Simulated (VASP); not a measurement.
Given:

```xyz
1
Lattice="-2.5813 2.5813 2.5813 2.5813 -2.5813 2.5813 2.5813 2.5813 -2.5813" Properties=species:S:1:pos:R:3 pbc="T T T"
Ba     0.0000     0.0000     0.0000
```

Level of theory: RPBE GGA, VASP's PBE PAW potentials (set 64) (plane waves; VASP). Run with 520 eV cut-off, 11×11×11 Γ-centred mesh, tetrahedra with Blöchl corrections, potentials Ba_sv.

Unless said otherwise, spin-orbit coupling is left out, though it shifts the bands of the heavy elements here.

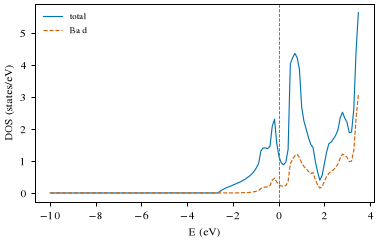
Fig. 1. Total and projected density of states, zero at the Fermi level

Within 2 eV below the Fermi level the largest weight inside VASP's projection spheres is Ba d, then Ba s.

It has no gap at this level: it comes out as a metal or semimetal.

The compound is Ba in the bcc structure. It was relaxed first, which changed the volume by +9 %.
